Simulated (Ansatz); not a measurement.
# Gallium, hcp under r²SCAN: from relaxation to bulk modulus, part 2 of 2

Aim: take gallium in the hcp structure, relax it, solve it on a dense k-mesh, switch on spin-orbit coupling, then scale the cell to 7 volumes from 88 to 112 % of the relaxed one and try a fit of the equation of state. The k-meshes are 12×12×7 for the relaxation; 20×20×11 for the dense run; 12×12×7 for spin-orbit coupling; 14×14×8 for the volumes.

Ansatz 0.2.0; DFT, r2SCAN, plane waves (500 eV) with PAW, scalar-relativistic. The steps go on from the part before.

## 4. Spin-orbit coupling switched on

input.yaml reads:

```yaml
crystal:
  lattice:
    - [2.9761992793, 0.0, 0.0]
    - [-1.4880996397, 2.5774641826, 0.0]
    - [0.0, 0.0, 4.6982452607]
  atoms:
    - { symbol: Ga, position: [0.3333333333, 0.6666666667, 0.25] }
    - { symbol: Ga, position: [0.6666666667, 0.3333333333, 0.75] }
hamiltonian:
  xc: r2scan
  pseudopotentials:
    kind: paw_fr
    azcp:
      Ga: "pseudopotentials/Ga.paw.azcp"
basis:
  ecutwfc: 500
  fft_grid_basis: typed
kpoints:
  mp_grid: { grid: [12, 12, 7], shift: [0, 0, 0] }
magnetization:
  noncollinear: true
  spin_orbit: true
scf:
  occupations: { method: fermi_dirac, width: 0.1 }
```

On the command line:

```
$ ansatz run input.yaml --threads 1 --pin off --max-ram 3584MiB --backend cpu --events-out ev --progress --plain --runs-dir out
```

What it wrote (excerpt; [...] marks lines left out):

```text
[...]
Pseudopotentials: kind: paw_fr
Pseudopotential: Ga, paw_fr, valence charge 13, recommended cutoff 500 eV (meta_gga), <dir>
Functional definition: r2SCAN
[...]
non-collinear run that drives no moment, with spin-orbit: no starting moment large enough to seed its density (crystal.atoms[].spin), no starting occupations that ask for one, no magnetisation constraint and no magnetic field, so the semilocal B_xc is pinned to zero
Crystal: 2 atoms, lattice volume = 36.040 Å³
Basis set: ecut = 500 eV, 929 PW (Γ), exchange–correlation on 96×96×144 points (64 copies of the dense FFT grid, shifted against one another)
Bands: 34, of which v1, the nominal top of the filled ones, is band 26 counted from 1 (25 counted from 0)
Symmetry: 24 space group operations + 24 with time reversal
Magnetic group: BNS 194.264 (UNI 1494), of the structure as read, at distance tolerance 3.3e-5 Å
k-points: 76 of 1008
Projection manifold: j_resolved (fully-relativistic pseudo-atomic orbitals)
[...]
SCF iter   1: F=—  HF=-7575.244988 eV  |F-HF|=—  |Δ(HF+E_count)|=         —  Δρ=2.09e-2  dr2=1.09e-1  dr2_τ=2.51e-4  dr2_m=0.00e0 (ungated)  ethr=4.03e-4  |M|=0.00e0 ∫|m|=0.00e0 μB  |m|>n=0.0e0 m-floor=0.0e0 τ_xc=0.0e0  β_m=0.30  ⟨swp⟩=1.1  Hψ=7516  notcnv=0
[...]
SCF iter   7: F=-7575.287760 eV  HF=-7575.287760 eV  |F-HF|=3.07e-7  |Δ(HF+E_count)|=   1.69e-6  Δρ=1.52e-5  dr2=7.41e-8  dr2_τ=1.18e-10  dr2_m=0.00e0 (ungated)  ethr=3.85e-10  |M|=0.00e0 ∫|m|=0.00e0 μB  |m|>n=0.0e0 m-floor=0.0e0 τ_xc=0.0e0  ⟨swp⟩=3.0  Hψ=3586  notcnv=0
[...]
SCF converged after 7 iterations
Magnetization: |M| = 0.0000 μB,  M = (+0.0000, +0.0000, +0.0000) μB
Absolute magnetization: 0.0000 μB (∫|m|)
  site 0: m = (+0.0000, +0.0000, +0.0000) μB, |m| = 0.0000 μB  (R = 1.20 Å)
  site 1: m = (+0.0000, +0.0000, +0.0000) μB, |m| = 0.0000 μB  (R = 1.20 Å)
Free energy (F): -7575.287760 eV
[...]
E sigma→0 (E₀):  -7575.276555 eV
Entropy (-TS):   -0.022411 eV (-11.206 meV/atom)
Fermi energy:    10.289034 eV
[...]
```

Wall time 30 s (1 thread of Intel Xeon Platinum 8259CL at 2.50GHz (Skylake/Cascade Lake), shared host); peak memory 0.67 GiB.

Side by side:

|  | scalar-relativistic | with spin-orbit coupling |
| --- | --- | --- |
| k-mesh | 20×20×11 | 12×12×7 |
| gap on the mesh | none (levels filled in part) | none (levels filled in part) |

The meshes differ, so small differences between the columns need not come from spin-orbit coupling.

## 5. At 88 % of the relaxed volume

input.yaml reads:

```yaml
crystal:
  lattice:
    - [2.8520440651, 0.0, 0.0]
    - [-1.4260220326, 2.4699426131, 0.0]
    - [0.0, 0.0, 4.5022531271]
  atoms:
    - { symbol: Ga, position: [0.3333333333, 0.6666666667, 0.25] }
    - { symbol: Ga, position: [0.6666666667, 0.3333333333, 0.75] }
hamiltonian:
  xc: r2scan
  pseudopotentials:
    kind: paw
    azcp:
      Ga: "pseudopotentials/Ga.paw.azcp"
basis:
  ecutwfc: 500
  fft_grid_basis: typed
kpoints:
  mp_grid: { grid: [14, 14, 8], shift: [0, 0, 0] }
magnetization:
  spin_polarized: false
scf:
  occupations: { method: fermi_dirac, width: 0.1 }
  lower_state_search: "off"
output:
  stress: true
  write_density: true
  write_potential: true
  elf: true
  volumetric_format: npy
```

On the command line:

```
$ ansatz run input.yaml --threads 1 --pin off --max-ram 3584MiB --backend cpu --events-out ev --progress --plain --runs-dir out
```

What it wrote (excerpt; [...] marks lines left out):

```text
[...]
[... 3 set-up lines as earlier in the session ...]
[...]
Crystal: 2 atoms, lattice volume = 31.716 Å³
Basis set: ecut = 500 eV, 809 PW (Γ), exchange–correlation on 96×96×144 points (64 copies of the dense FFT grid, shifted against one another)
Bands: 17, of which v1, the nominal top of the filled ones, is band 13 counted from 1 (12 counted from 0)
[... 1 set-up line as earlier in the session ...]
Space group: P63/mmc (ITA 194), of the structure as read, at distance tolerance 3.2e-5 Å
k-points: 120 of 1568
[...]
SCF iter   1: F=-7580.079101 eV  HF=-7580.087885 eV  |F-HF|=8.78e-3  |Δ(HF+E_count)|=         —  Δρ=1.19e-2  dr2=1.80e-2  dr2_τ=2.16e-3  ethr=1.77e-3  ⟨swp⟩=5.1  Hψ=9911  notcnv=0
[...]
SCF iter   6: F=-7580.098140 eV  HF=-7580.098140 eV  |F-HF|=1.21e-9  |Δ(HF+E_count)|=   1.32e-7  Δρ=2.48e-6  dr2=8.95e-10  dr2_τ=1.19e-11  ethr=3.79e-10  ⟨swp⟩=5.9  Hψ=12780  notcnv=0
[...]
SCF converged after 6 iterations
Free energy (F): -7580.098140 eV
[...]
E sigma→0 (E₀):  -7580.084039 eV
Entropy (-TS):   -0.028202 eV (-14.101 meV/atom)
Fermi energy:    12.230973 eV
[...]
--- Stress (GPa, compression-positive) ---
        9.869136      -0.000000       0.000000
       -0.000000       9.869136       0.000000
        0.000000       0.000000      10.736714
  P = ⅓ Tr σ = 10.1583 GPa (101.583 kbar)
--- Band table (eV; the first three rows and the last of 120) ---
  k-point 0: bands = ["-3.6503", "-3.4515", "-3.4515", "-3.4485", "-3.4086", "-3.4086", "-3.3727", "-3.3727", "-3.1408", "-3.1408", "-0.9744", "7.1708", "7.4039", "23.4121", "23.4121", "25.6796", "25.6796"]
[...]
```

Wall time 15 s (1 thread of Intel Xeon Platinum 8259CL at 2.50GHz (Skylake/Cascade Lake), shared host); peak memory 0.62 GiB.

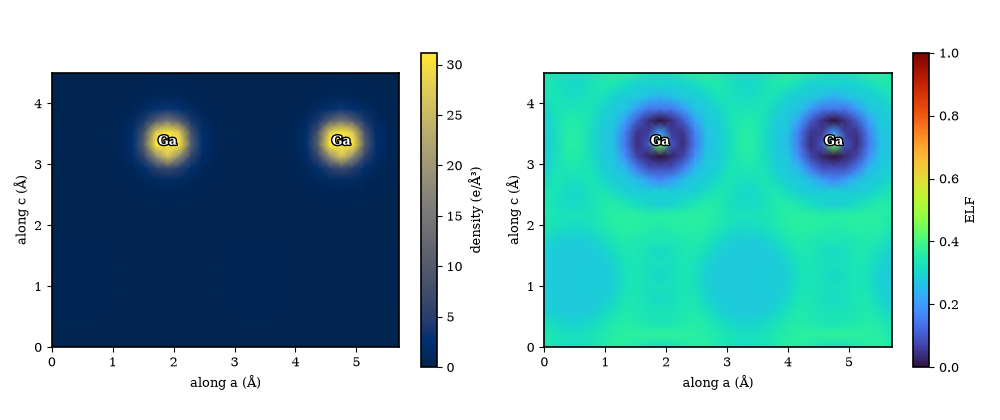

Density (left) and ELF (right) in a lattice plane of the grid's cell (edges 2.85 and 4.50 Å, at 0.333 of the third edge), which holds Ga. Only atoms in the plane are labelled; the density scale stops at 31.16 e/Å³. Both are smooth fields of the valence electrons: close to the nuclei they are not physical.

## 6. At 92 % of the relaxed volume

input.yaml, as its differences from that of step 5:

```diff
@@ -2,5 +2,5 @@
   lattice:
-    - [2.8520440651, 0.0, 0.0]
-    - [-1.4260220326, 2.4699426131, 0.0]
-    - [0.0, 0.0, 4.5022531271]
+    - [2.8946181636, 0.0, 0.0]
+    - [-1.4473090818, 2.506812864, 0.0]
+    - [0.0, 0.0, 4.5694608434]
   atoms:
```

On the command line:

```
$ ansatz run input.yaml --threads 1 --pin off --max-ram 3584MiB --backend cpu --events-out ev --progress --plain --runs-dir out
```

What it wrote (excerpt; [...] marks lines left out):

```text
[...]
[... 3 set-up lines as earlier in the session ...]
[...]
Crystal: 2 atoms, lattice volume = 33.157 Å³
Basis set: ecut = 500 eV, 845 PW (Γ), exchange–correlation on 96×96×144 points (64 copies of the dense FFT grid, shifted against one another)
Bands: 17, of which v1, the nominal top of the filled ones, is band 13 counted from 1 (12 counted from 0)
[... 2 set-up lines as earlier in the session ...]
k-points: 120 of 1568
[...]
SCF iter   1: F=-7580.150820 eV  HF=-7580.161490 eV  |F-HF|=1.07e-2  |Δ(HF+E_count)|=         —  Δρ=1.19e-2  dr2=1.87e-2  dr2_τ=1.60e-3  ethr=1.77e-3  ⟨swp⟩=5.1  Hψ=9838  notcnv=0
[...]
SCF iter   6: F=-7580.170244 eV  HF=-7580.170244 eV  |F-HF|=2.71e-9  |Δ(HF+E_count)|=   1.80e-7  Δρ=2.77e-6  dr2=1.41e-9  dr2_τ=1.22e-11  ethr=3.85e-10  ⟨swp⟩=8.9  Hψ=13711  notcnv=0
[...]
SCF converged after 6 iterations
Free energy (F): -7580.170244 eV
[...]
E sigma→0 (E₀):  -7580.156222 eV
Entropy (-TS):   -0.028043 eV (-14.022 meV/atom)
Fermi energy:    11.529210 eV
[...]
--- Stress (GPa, compression-positive) ---
        5.818633       0.000000       0.000000
       -0.000000       5.818633       0.000000
        0.000000       0.000000       6.456669
  P = ⅓ Tr σ = 6.0313 GPa (60.313 kbar)
--- Band table (eV; the first three rows and the last of 120) ---
  k-point 0: bands = ["-4.2502", "-4.0817", "-4.0817", "-4.0786", "-4.0437", "-4.0437", "-4.0112", "-4.0112", "-3.8014", "-3.8014", "-1.2632", "6.7281", "6.7308", "22.3121", "22.3121", "24.5557", "24.5557"]
[...]
```

It took 14 s on 1 thread of Intel Xeon Platinum 8259CL at 2.50GHz (Skylake/Cascade Lake), shared host; peak memory 0.63 GiB.

## 7. At 96 % of the relaxed volume

input.yaml, as its differences from that of step 6:

```diff
@@ -2,5 +2,5 @@
   lattice:
-    - [2.8946181636, 0.0, 0.0]
-    - [-1.4473090818, 2.506812864, 0.0]
-    - [0.0, 0.0, 4.5694608434]
+    - [2.9359754393, 0.0, 0.0]
+    - [-1.4679877197, 2.5426293153, 0.0]
+    - [0.0, 0.0, 4.6347476761]
   atoms:
@@ -26,5 +26 @@
   stress: true
-  write_density: true
-  write_potential: true
-  elf: true
-  volumetric_format: npy
```

On the command line:

```
$ ansatz run input.yaml --threads 1 --pin off --max-ram 3584MiB --backend cpu --events-out ev --progress --plain --runs-dir out
```

What it wrote (excerpt; [...] marks lines left out):

```text
[...]
[... 3 set-up lines as earlier in the session ...]
[...]
Crystal: 2 atoms, lattice volume = 34.599 Å³
Basis set: ecut = 500 eV, 881 PW (Γ), exchange–correlation on 96×96×144 points (64 copies of the dense FFT grid, shifted against one another)
Bands: 17, of which v1, the nominal top of the filled ones, is band 13 counted from 1 (12 counted from 0)
[... 2 set-up lines as earlier in the session ...]
k-points: 120 of 1568
[...]
SCF iter   1: F=-7580.189702 eV  HF=-7580.201878 eV  |F-HF|=1.22e-2  |Δ(HF+E_count)|=         —  Δρ=1.19e-2  dr2=1.91e-2  dr2_τ=1.19e-3  ethr=1.77e-3  ⟨swp⟩=5.0  Hψ=9827  notcnv=0
[...]
SCF iter   6: F=-7580.209273 eV  HF=-7580.209272 eV  |F-HF|=3.72e-9  |Δ(HF+E_count)|=   2.56e-7  Δρ=3.61e-6  dr2=2.29e-9  dr2_τ=1.44e-11  ethr=3.85e-10  ⟨swp⟩=4.1  Hψ=7239  notcnv=0
[...]
SCF converged after 6 iterations
Free energy (F): -7580.209273 eV
[...]
E sigma→0 (E₀):  -7580.195463 eV
Entropy (-TS):   -0.027619 eV (-13.809 meV/atom)
Fermi energy:    10.888428 eV
[...]
--- Stress (GPa, compression-positive) ---
        2.625389       0.000000       0.000000
        0.000000       2.625389       0.000000
        0.000000       0.000000       3.061570
  P = ⅓ Tr σ = 2.7708 GPa (27.708 kbar)
```

Wall time 9.3 s (1 thread of Intel Xeon Platinum 8259CL at 2.50GHz (Skylake/Cascade Lake), shared host); peak memory 0.62 GiB.

## 8. At 100 % of the relaxed volume

input.yaml, as its differences from that of step 7:

```diff
@@ -2,5 +2,5 @@
   lattice:
-    - [2.9359754393, 0.0, 0.0]
-    - [-1.4679877197, 2.5426293153, 0.0]
-    - [0.0, 0.0, 4.6347476761]
+    - [2.9761992793, 0.0, 0.0]
+    - [-1.4880996397, 2.5774641826, 0.0]
+    - [0.0, 0.0, 4.6982452607]
   atoms:
@@ -26 +26,5 @@
   stress: true
+  write_density: true
+  write_potential: true
+  elf: true
+  volumetric_format: npy
```

On the command line:

```
$ ansatz run input.yaml --threads 1 --pin off --max-ram 3584MiB --backend cpu --events-out ev --progress --plain --runs-dir out
```

What it wrote (excerpt; [...] marks lines left out):

```text
[...]
[... 3 set-up lines as earlier in the session ...]
[...]
Crystal: 2 atoms, lattice volume = 36.040 Å³
Basis set: ecut = 500 eV, 929 PW (Γ), exchange–correlation on 96×96×144 points (64 copies of the dense FFT grid, shifted against one another)
Bands: 17, of which v1, the nominal top of the filled ones, is band 13 counted from 1 (12 counted from 0)
[... 2 set-up lines as earlier in the session ...]
k-points: 120 of 1568
[...]
SCF iter   1: F=-7580.202527 eV  HF=-7580.215889 eV  |F-HF|=1.34e-2  |Δ(HF+E_count)|=         —  Δρ=1.19e-2  dr2=1.94e-2  dr2_τ=8.85e-4  ethr=1.77e-3  ⟨swp⟩=5.0  Hψ=9606  notcnv=0
[...]
SCF iter   6: F=-7580.222131 eV  HF=-7580.222131 eV  |F-HF|=3.09e-9  |Δ(HF+E_count)|=   3.14e-7  Δρ=4.72e-6  dr2=3.60e-9  dr2_τ=2.09e-11  ethr=3.85e-10  ⟨swp⟩=8.9  Hψ=14973  notcnv=0
[...]
SCF converged after 6 iterations
Free energy (F): -7580.222131 eV
[...]
E sigma→0 (E₀):  -7580.208523 eV
Entropy (-TS):   -0.027215 eV (-13.607 meV/atom)
Fermi energy:    10.300481 eV
[...]
--- Stress (GPa, compression-positive) ---
        0.105969      -0.000000       0.000000
       -0.000000       0.105969       0.000000
        0.000000       0.000000       0.350896
  P = ⅓ Tr σ = 0.1876 GPa (1.876 kbar)
--- Band table (eV; the first three rows and the last of 120) ---
  k-point 0: bands = ["-5.3294", "-5.2080", "-5.2080", "-5.2043", "-5.1779", "-5.1779", "-5.1506", "-5.1506", "-4.9771", "-4.9771", "-1.7668", "5.5461", "5.9513", "20.3573", "20.3573", "22.5386", "22.5386"]
[...]
```

Wall time 11 s (1 thread of Intel Xeon Platinum 8259CL at 2.50GHz (Skylake/Cascade Lake), shared host); peak memory 0.63 GiB.

## 9. At 104 % of the relaxed volume

input.yaml, as its differences from that of step 8:

```diff
@@ -2,5 +2,5 @@
   lattice:
-    - [2.9761992793, 0.0, 0.0]
-    - [-1.4880996397, 2.5774641826, 0.0]
-    - [0.0, 0.0, 4.6982452607]
+    - [3.0153642875, 0.0, 0.0]
+    - [-1.5076821438, 2.6113820746, 0.0]
+    - [0.0, 0.0, 4.7600713674]
   atoms:
@@ -26,5 +26 @@
   stress: true
-  write_density: true
-  write_potential: true
-  elf: true
-  volumetric_format: npy
```

On the command line:

```
$ ansatz run input.yaml --threads 1 --pin off --max-ram 3584MiB --backend cpu --events-out ev --progress --plain --runs-dir out
```

What it wrote (excerpt; [...] marks lines left out):

```text
[...]
[... 3 set-up lines as earlier in the session ...]
[...]
Crystal: 2 atoms, lattice volume = 37.482 Å³
Basis set: ecut = 500 eV, 965 PW (Γ), exchange–correlation on 96×96×144 points (64 copies of the dense FFT grid, shifted against one another)
Bands: 17, of which v1, the nominal top of the filled ones, is band 13 counted from 1 (12 counted from 0)
[... 2 set-up lines as earlier in the session ...]
k-points: 120 of 1568
[...]
SCF iter   1: F=-7580.195739 eV  HF=-7580.208882 eV  |F-HF|=1.31e-2  |Δ(HF+E_count)|=         —  Δρ=1.16e-2  dr2=1.87e-2  dr2_τ=6.66e-4  ethr=1.77e-3  ⟨swp⟩=5.1  Hψ=9549  notcnv=0
[...]
SCF iter   6: F=-7580.214270 eV  HF=-7580.214270 eV  |F-HF|=1.33e-9  |Δ(HF+E_count)|=   7.31e-7  Δρ=1.67e-5  dr2=3.73e-8  dr2_τ=2.29e-10  ethr=3.85e-10  ⟨swp⟩=3.3  Hψ=8212  notcnv=0
[...]
SCF converged after 6 iterations
Free energy (F): -7580.214270 eV
[...]
E sigma→0 (E₀):  -7580.200780 eV
Entropy (-TS):   -0.026979 eV (-13.489 meV/atom)
Fermi energy:    9.758288 eV
[...]
--- Stress (GPa, compression-positive) ---
       -1.888400       0.000000       0.000000
        0.000000      -1.888400       0.000000
        0.000000       0.000000      -1.787992
  P = ⅓ Tr σ = -1.8549 GPa (-18.549 kbar)
```

Wall time 14 s (1 thread of Intel Xeon Platinum 8259CL at 2.50GHz (Skylake/Cascade Lake), shared host); peak memory 0.63 GiB.

## 10. At 108 % of the relaxed volume

input.yaml, as its differences from that of step 9:

```diff
@@ -2,5 +2,5 @@
   lattice:
-    - [3.0153642875, 0.0, 0.0]
-    - [-1.5076821438, 2.6113820746, 0.0]
-    - [0.0, 0.0, 4.7600713674]
+    - [3.0535375081, 0.0, 0.0]
+    - [-1.5267687541, 2.6444410534, 0.0]
+    - [0.0, 0.0, 4.8203318325]
   atoms:
```

On the command line:

```
$ ansatz run input.yaml --threads 1 --pin off --max-ram 3584MiB --backend cpu --events-out ev --progress --plain --runs-dir out
```

What it wrote (excerpt; [...] marks lines left out):

```text
[...]
[... 3 set-up lines as earlier in the session ...]
[...]
Crystal: 2 atoms, lattice volume = 38.924 Å³
Basis set: ecut = 500 eV, 977 PW (Γ), exchange–correlation on 96×96×144 points (64 copies of the dense FFT grid, shifted against one another)
Bands: 17, of which v1, the nominal top of the filled ones, is band 13 counted from 1 (12 counted from 0)
[... 2 set-up lines as earlier in the session ...]
k-points: 120 of 1568
[...]
SCF iter   1: F=-7580.173745 eV  HF=-7580.186260 eV  |F-HF|=1.25e-2  |Δ(HF+E_count)|=         —  Δρ=1.12e-2  dr2=1.78e-2  dr2_τ=5.08e-4  ethr=1.77e-3  ⟨swp⟩=5.0  Hψ=9591  notcnv=0
[...]
SCF iter   6: F=-7580.190050 eV  HF=-7580.190050 eV  |F-HF|=1.37e-8  |Δ(HF+E_count)|=   3.92e-7  Δρ=3.37e-6  dr2=4.23e-9  dr2_τ=2.67e-11  ethr=3.85e-10  ⟨swp⟩=4.0  Hψ=7222  notcnv=0
[...]
SCF converged after 6 iterations
Free energy (F): -7580.190050 eV
[...]
E sigma→0 (E₀):  -7580.176604 eV
Entropy (-TS):   -0.026892 eV (-13.446 meV/atom)
Fermi energy:    9.256037 eV
[...]
--- Stress (GPa, compression-positive) ---
       -3.472855       0.000000       0.000000
        0.000000      -3.472855       0.000000
        0.000000       0.000000      -3.440996
  P = ⅓ Tr σ = -3.4622 GPa (-34.622 kbar)
```

It took 10 s on 1 thread of Intel Xeon Platinum 8259CL at 2.50GHz (Skylake/Cascade Lake), shared host; peak memory 0.62 GiB.

## 11. At 112 % of the relaxed volume

input.yaml, as its differences from that of step 10:

```diff
@@ -2,5 +2,5 @@
   lattice:
-    - [3.0535375081, 0.0, 0.0]
-    - [-1.5267687541, 2.6444410534, 0.0]
-    - [0.0, 0.0, 4.8203318325]
+    - [3.0907794407, 0.0, 0.0]
+    - [-1.5453897204, 2.6766935132, 0.0]
+    - [0.0, 0.0, 4.8791221611]
   atoms:
@@ -26 +26,5 @@
   stress: true
+  write_density: true
+  write_potential: true
+  elf: true
+  volumetric_format: npy
```

On the command line:

```
$ ansatz run input.yaml --threads 1 --pin off --max-ram 3584MiB --backend cpu --events-out ev --progress --plain --runs-dir out
```

What it wrote (excerpt; [...] marks lines left out):

```text
[...]
[... 3 set-up lines as earlier in the session ...]
[...]
Crystal: 2 atoms, lattice volume = 40.365 Å³
Basis set: ecut = 500 eV, 1061 PW (Γ), exchange–correlation on 96×96×144 points (64 copies of the dense FFT grid, shifted against one another)
Bands: 17, of which v1, the nominal top of the filled ones, is band 13 counted from 1 (12 counted from 0)
[... 2 set-up lines as earlier in the session ...]
k-points: 120 of 1568
[...]
SCF iter   1: F=-7580.136636 eV  HF=-7580.150419 eV  |F-HF|=1.38e-2  |Δ(HF+E_count)|=         —  Δρ=1.11e-2  dr2=1.78e-2  dr2_τ=3.90e-4  ethr=1.77e-3  ⟨swp⟩=5.0  Hψ=9512  notcnv=0
[...]
SCF iter   6: F=-7580.153011 eV  HF=-7580.153011 eV  |F-HF|=1.29e-8  |Δ(HF+E_count)|=   3.57e-7  Δρ=3.28e-6  dr2=4.38e-9  dr2_τ=2.85e-11  ethr=3.85e-10  ⟨swp⟩=8.8  Hψ=13545  notcnv=0
[...]
SCF converged after 6 iterations
Free energy (F): -7580.153011 eV
[...]
E sigma→0 (E₀):  -7580.139589 eV
Entropy (-TS):   -0.026844 eV (-13.422 meV/atom)
Fermi energy:    8.789478 eV
[...]
--- Stress (GPa, compression-positive) ---
       -4.727954       0.000000       0.000000
        0.000000      -4.727954       0.000000
        0.000000       0.000000      -4.706515
  P = ⅓ Tr σ = -4.7208 GPa (-47.208 kbar)
--- Band table (eV; the first three rows and the last of 120) ---
  k-point 0: bands = ["-6.7011", "-6.6259", "-6.6259", "-6.6217", "-6.6043", "-6.6043", "-6.5827", "-6.5827", "-6.4497", "-6.4497", "-2.3782", "4.0838", "4.9993", "17.9138", "17.9138", "19.9781", "19.9781"]
[...]
```

It took 18 s on 1 thread of Intel Xeon Platinum 8259CL at 2.50GHz (Skylake/Cascade Lake), shared host; peak memory 0.63 GiB.

## 12. The equation of state

The cell was scaled evenly, with its shape and the fractional positions fixed.

| V (Å³/atom) | E − E₀ (meV/atom) | P from the stress (GPa) | P from the fit (GPa) |
| --- | --- | --- | --- |
| 15.858 | 62.3 | 10.16 | 10.18 |
| 16.579 | 26.2 | 6.03 | 6.05 |
| 17.299 | 6.5 | 2.77 | 2.79 |
| 18.020 | 0.0 | 0.19 | 0.21 |
| 18.741 | 3.9 | -1.85 | -1.84 |
| 19.462 | 16.0 | -3.46 | -3.46 |
| 20.183 | 34.5 | -4.72 | -4.74 |

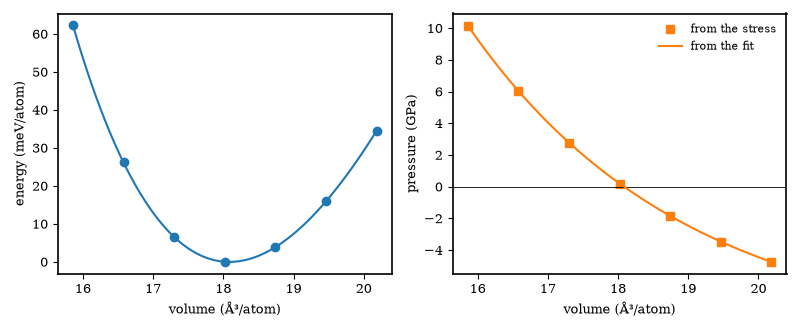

Energy and pressure against volume; the lines are the Birch-Murnaghan fit.

A third-order Birch-Murnaghan fit gives V₀ = 18.086 Å³/atom, B₀ = 56 GPa and B₀′ = 4.8; it misses no point by more than 0.03 meV/atom.

## 13. Summary of results

What follows sums up all 2 parts.

| quantity | value |
| --- | --- |
| space group (spins left aside) | P6_3/mmc (No. 194) |
| conventional cell | a = 2.976 Å, c = 4.698 Å (c/a = 1.579) |
| volume | 18.020 Å³/atom |
| shortest distance | 2.910 Å |
| gap on the mesh | none (levels filled in part) |
| relative to alpha-Ga (Cmce) | +160 meV/atom |
| V₀, B₀, B₀′ | 18.086 Å³/atom, 56 GPa, 4.8 |

What this shows: The relaxation shrank the cell by 8.0 % in volume. It lies 160 meV/atom above the element's reference form at the same level (alpha-Ga (Cmce), from a run of its own), so it is far from stable. Levels at the Fermi energy are filled in part, as in a metal. Totals with and without spin-orbit coupling (+2.5 eV/atom apart) can't be read as binding, since the two-component data shift the zero of energy. The fitted modulus is 56 GPa; letting shape and positions relax at each volume could only lower it. The symmetry was held, so the structure may be unstable against distortions that break it.
